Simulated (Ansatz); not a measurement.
**CH2Al (quartet): correlated methods under varied settings at distance Al1–C2 = 3.033 Å**

Aim: run CH2Al (quartet) at one geometry under a spread of methods and options, and see what each costs and gives.

Computed with Ansatz 0.2.0, Gaussian basis. Level: the settings change from run to run.

18 further runs of the same task are left out: 15 that didn't finish, 3 set aside as unsound or not needed.

**1. What is computed**

The geometry derives from a PBE0/def2-TZVP stationary point (not a proven minimum). One bond is set to the value named and the two fragments are kept rigid.

4 atoms, charge 0, spin multiplicity 4.

Atoms are counted from 1 here; the program's logs count them from 0.

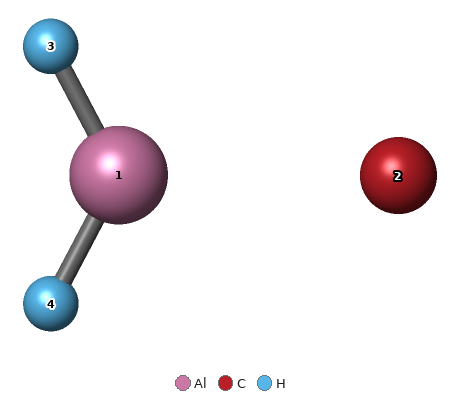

The structure; aluminium pink, carbon red, hydrogen blue; atoms are numbered from 1 in the order of the file.

**2. CCSD(T) on ROHF/6-31++G****

Contents of in.yaml:

```yaml
crystal:
  periodic: [false, false, false]
  atoms:
    - {symbol: Al, position_ang: [0.000000, 0.000000, 0.852193]}
    - {symbol: C, position_ang: [0.000000, 0.000000, -2.180807]}
    - {symbol: H, position_ang: [0.000000, 1.398998, 1.587168]}
    - {symbol: H, position_ang: [0.000000, -1.398998, 1.587168]}
basis:
  gaussian: {orbitals: "6-31++G**"}
magnetization: {spin_polarized: false, initial_magnetization: 3}
correlation: {method: ccsd_t, electrons: valence}
```

The run is started by

```bash
$ ansatz run in.yaml --threads 1 --pin off --events-out ev --progress --plain --max-ram 2393MiB
```

Standard output (excerpt; [...] marks lines left out):

```text
Functional definition: HF
  name "HF"
  cite "Fock, Z. Phys. 61, 126 (1930) doi:10.1007/BF01340294"
  parent pbe
[...]
462 factors; integrals over basis functions are off by at most 1.1e-3 eV
[...]
mean field -7638.42874666 eV, -280.7070789269 hartree, gradient 2.4e-6 eV, S^2 3.750000; 10 other end points of the search recorded, 0 dependent functions left out
[...]
determinant -7638.42874666 eV, -280.7070789269 hartree, with singles and doubles -7642.66527831 eV, -280.8627685933 hartree
determinant -7637.22946569 eV, -280.6630061640 hartree, with singles and doubles -7641.31588927 eV, -280.8131794609 hartree
determinant -7637.20245451 eV, -280.6620135214 hartree, with singles and doubles -7641.28930045 eV, -280.8122023398 hartree
determinant -7636.31432704 eV, -280.6293754389 hartree, with singles and doubles -7640.58133438 eV, -280.7861850665 hartree
determinant -7635.86585885 eV, -280.6128945368 hartree, with singles and doubles -7640.19642400 eV, -280.7720398709 hartree
6 core orbitals not correlated: weight in the atoms' cores, before any rotation towards them, 1.000 or more for the frozen orbitals, at most 0.000 for the correlated occupied ones
reference -7638.42874666 eV, -280.7070789269 hartree; 6, 3 occupied and 42, 45 virtual orbitals, 462 factors
second order -3.18986109 eV of doubles, -0.06419566 eV of singles
cycle   1  -4.21624619 eV  change   -2.2e-1 eV  update   2.5e-2
[...]
cycle  12  -4.24071743 eV  change   -3.3e-6 eV  update   3.9e-6
perturbative correction -0.09378054 eV, -0.0034463714 hartree
Total energy: -7642.76324464 eV, -280.8663687896 hartree
```

It took 7.5 s on 1 thread of Arm Neoverse N1, shared host.

From the report: correlation -4.3345 eV; T1 0.034; largest double amplitude 0.06.

**3. MRCISD+Q(3,4)/6-31G**

Changes to in.yaml since step 2:

```diff
@@ -8,4 +8,4 @@
 basis:
-  gaussian: {orbitals: "6-31++G**"}
+  gaussian: {orbitals: 6-31G}
 magnetization: {spin_polarized: false, initial_magnetization: 3}
-correlation: {method: ccsd_t, electrons: valence}
+correlation: {method: fic_mrcisd_q, electrons: outside_noble_gas, active_space: {window: {electrons: 3, orbitals: 4}, states: [{multiplicity: 4, weights: [1, 1]}]}}
```

Same command.

Standard output (excerpt; [...] marks lines left out):

```text
Functional definition: HF
  name "HF"
  cite "Fock, Z. Phys. 61, 126 (1930) doi:10.1007/BF01340294"
  parent pbe
[...]
563 factors; integrals over basis functions are off by at most 5.1e-8 eV
[...]
mean field -7637.62422160 eV, -280.6775131761 hartree, gradient 1.3e-6 eV, S^2 3.750000; 16 other end points of the search recorded, 0 dependent functions left out
reference -7637.62422160 eV, -280.6775131761 hartree; 12, 9 occupied and 14, 17 virtual orbitals, 563 factors
state -7637.58748383 eV, -280.6761630880 hartree
state -7636.51357672 eV, -280.6366977295 hartree
contracted CI cycle   1: correlation 0.00000000 eV, 0.0000000000 hartree, residual 9.75e0 eV
contracted CI cycle   2: correlation -2.19671358 eV, -0.0807277351 hartree, residual 2.12e0 eV
contracted CI cycle   3: correlation -2.35013772 eV, -0.0863659681 hartree, residual 7.74e-1 eV
[...]
contracted CI cycle   7: correlation -2.49285355 eV, -0.0916106783 hartree, residual 4.54e-2 eV
contracted CI cycle   8: correlation -2.49298101 eV, -0.0916153622 hartree, residual 3.45e-2 eV
contracted CI cycle   9: correlation -2.49303314 eV, -0.0916172782 hartree, residual 1.70e-2 eV
contracted CI cycle  10: correlation -2.49304391 eV, -0.0916176737 hartree, residual 6.08e-3 eV
contracted CI cycle  11: correlation -2.49304504 eV, -0.0916177154 hartree, residual 2.13e-3 eV
contracted CI cycle  12: correlation -2.49304521 eV, -0.0916177218 hartree, residual 1.10e-3 eV
state -7635.29176443 eV, -280.5917969562 hartree; corrected -7638.02885629 eV, -280.6923832267 hartree
state -7637.58748383 eV, -280.6761630880 hartree; corrected -7640.16888215 eV, -280.7710277265 hartree
state -7636.51357672 eV, -280.6366977295 hartree; corrected -7638.90233451 eV, -280.7244829592 hartree
the orbitals are reached from a further start. From the first start the search ends at -7636.42166715 eV, -280.6333201154 hartree
Total energy: -7639.53560833 eV, -280.7477553428 hartree
```

It took 3.8 s on 1 thread of Arm Neoverse N1, shared host.

From the report: 2 determinants; active occupations (of the averaged states) 1.00, 1.00, 0.50, 0.50.

**4. NEVPT4(SD)(3,5)/6-31G**

Changes to in.yaml since step 3:

```diff
@@ -10,2 +10,2 @@
 magnetization: {spin_polarized: false, initial_magnetization: 3}
-correlation: {method: fic_mrcisd_q, electrons: outside_noble_gas, active_space: {window: {electrons: 3, orbitals: 4}, states: [{multiplicity: 4, weights: [1, 1]}]}}
+correlation: {method: fic_nevpt4_sd, electrons: all, active_space: {window: {electrons: 3, orbitals: 5}, states: [{multiplicity: 4, weights: [1, 1]}]}}
```

Launched as before.

Standard output (excerpt; [...] marks lines left out):

```text
Functional definition: HF
  name "HF"
  cite "Fock, Z. Phys. 61, 126 (1930) doi:10.1007/BF01340294"
  parent pbe
[...]
563 factors; integrals over basis functions are off by at most 5.1e-8 eV
[...]
mean field -7637.62422160 eV, -280.6775131761 hartree, gradient 1.3e-6 eV, S^2 3.750000; 16 other end points of the search recorded, 0 dependent functions left out
reference -7637.62422160 eV, -280.6775131761 hartree; 12, 9 occupied and 14, 17 virtual orbitals, 563 factors
state -7637.70321022 eV, -280.6804159543 hartree
state -7636.51349179 eV, -280.6366946085 hartree
state -7637.70321022 eV, -280.6804159543 hartree; corrected -7640.11202054 eV, -280.7689381010 hartree
state -7636.51349179 eV, -280.6366946085 hartree; corrected -7638.80818293 eV, -280.7210229527 hartree
Total energy: -7639.46010174 eV, -280.7449805269 hartree
```

It took 2.6 s on 1 thread of Arm Neoverse N1, shared host.

From the report: 4 determinants; active occupations (of the averaged states) 0.99, 0.99, 0.51, 0.50, 0.01.

**5. CCSD/6-31G***

Contents of in.yaml:

```yaml
crystal:
  periodic: [false, false, false]
  atoms:
    - {symbol: Al, position_ang: [0.000000, 0.000000, 0.852193]}
    - {symbol: C, position_ang: [0.000000, 0.000000, -2.180807]}
    - {symbol: H, position_ang: [0.000000, 1.398998, 1.587168]}
    - {symbol: H, position_ang: [0.000000, -1.398998, 1.587168]}
basis:
  gaussian: {orbitals: "6-31G*", point_charges: [{charge: -0.50, position_ang: [4.486, -0.603, -0.810]}]}
magnetization: {spin_polarized: true, initial_magnetization: 3}
hamiltonian: {xc: {name: B3LYP}}
correlation: {method: ccsd, electrons: outside_noble_gas}
accuracy: high
```

The command is unchanged.

Standard output (excerpt; [...] marks lines left out):

```text
Functional definition: B3LYP
  name "B3LYP"
  cite "Stephens, Devlin, Chabalowski & Frisch, J. Phys. Chem. 98, 11623 (1994) doi:10.1021/j100096a001"
  cite "Becke, Phys. Rev. A 38, 3098 (1988) doi:10.1103/PhysRevA.38.3098"
  cite "Lee, Yang & Parr, Phys. Rev. B 37, 785 (1988) doi:10.1103/PhysRevB.37.785"
  cite "Vosko, Wilk & Nusair, Can. J. Phys. 58, 1200 (1980) doi:10.1139/p80-159"
[...]
720 factors; integrals over basis functions are off by at most 3.7e-9 eV
[...]
mean field -7658.59254071 eV, -281.4480846905 hartree, gradient 5.9e-8 eV, S^2 3.752917; 6 other end points of the search recorded, 0 dependent functions left out
6 core orbitals not correlated: weight in the atoms' cores, before any rotation towards them, 1.000 or more for the frozen orbitals, at most 0.000 for the correlated occupied ones
reference -7637.91835395 eV, -280.6883223406 hartree; 6, 3 occupied and 26, 29 virtual orbitals, 720 factors
second order -3.09264654 eV of doubles, -0.24360812 eV of singles
cycle   1  -3.82786735 eV  change   -4.9e-1 eV  update   6.3e-2
[...]
cycle  35  -4.08469915 eV  change   4.8e-10 eV  update  9.3e-10
Total energy: -7642.00305310 eV, -280.8384322657 hartree
```

Run time: 10 s. Hardware: 1 thread of Arm Neoverse N1, shared host.

From the report: ⟨S²⟩ of the determinant 3.753 (pure quartet: 3.75); correlation -4.0847 eV; T1 0.026; largest double amplitude 0.08. The orbitals are Kohn-Sham ones, so correlation energy and T1 don't compare with those on Hartree-Fock orbitals.

**6. CCSD/6-31G**

Contents of in.yaml:

```yaml
crystal:
  periodic: [false, false, false]
  atoms:
    - {symbol: Al, position_ang: [0.000000, 0.000000, 0.852193]}
    - {symbol: C, position_ang: [0.000000, 0.000000, -2.180807]}
    - {symbol: H, position_ang: [0.000000, 1.398998, 1.587168]}
    - {symbol: H, position_ang: [0.000000, -1.398998, 1.587168]}
basis:
  gaussian: {orbitals: 6-31G}
magnetization: {spin_polarized: true, initial_magnetization: 3}
hamiltonian: {xc: {name: r2SCAN}}
correlation: {method: ccsd, electrons: all, diis_vectors: 12}
```

Same command.

Standard output (excerpt; [...] marks lines left out):

```text
Functional definition: r2SCAN
  name "r2SCAN"
  cite "Furness, Kaplan, Ning, Perdew & Sun, J. Phys. Chem. Lett. 11, 8208 (2020) doi:10.1021/acs.jpclett.0c02405"
  cite "Furness, Kaplan, Ning, Perdew & Sun, J. Phys. Chem. Lett. 11, 9248 (2020) doi:10.1021/acs.jpclett.0c03077"
  parent r2scan
[...]
329 factors; integrals over basis functions are off by at most 1.5e-4 eV
[...]
mean field -7656.05275853 eV, -281.3547494171 hartree, gradient 4.1e-6 eV, S^2 3.754668; 6 other end points of the search recorded, 0 dependent functions left out
reference -7637.19896153 eV, -280.6618851568 hartree; 12, 9 occupied and 14, 17 virtual orbitals, 329 factors
second order -2.13685989 eV of doubles, -0.27513060 eV of singles
cycle   1  -2.77027622 eV  change   -3.6e-1 eV  update   7.3e-2
[...]
cycle  12  -3.05170659 eV  change   -5.3e-6 eV  update   1.7e-5
Total energy: -7640.25066811 eV, -280.7740333053 hartree
```

Run time: 11 s. Hardware: 1 thread of Arm Neoverse N1, shared host.

From the report: ⟨S²⟩ of the determinant 3.755 (pure quartet: 3.75); correlation -3.0517 eV; T1 0.023; largest double amplitude 0.09. The orbitals are Kohn-Sham ones, so correlation energy and T1 don't compare with those on Hartree-Fock orbitals.

**7. All runs side by side**

```tsv
level	correlated	functions	energy (eV)	time
CCSD(T) on ROHF/6-31++G**	valence	54	-7642.7632	7.5 s
MRCISD+Q(3,4)/6-31G (mean of several states)	outside noble gas	26	-7639.5356	3.8 s
NEVPT4(SD)(3,5)/6-31G (mean of several states)	all	26	-7639.4601	2.6 s
CCSD/6-31G* (beside a point charge, on B3LYP orbitals)	outside noble gas	38	-7642.0031	10 s
CCSD/6-31G (on r2SCAN orbitals)	all	26	-7640.2507	11 s
```

**8. Outcome**

```
quantity                                                  value
    runs                                                      5
quickest  NEVPT4(SD)(3,5)/6-31G (mean of several states), 2.6 s
 slowest                  CCSD/6-31G (on r2SCAN orbitals), 11 s
```

In words: Total energies in different bases, with other cores or another treatment of relativity can't be set against each other. CCSD/6-31G (on r2SCAN orbitals) took 4 times as long as NEVPT4(SD)(3,5)/6-31G (mean of several states); the jobs differ in more than the method.
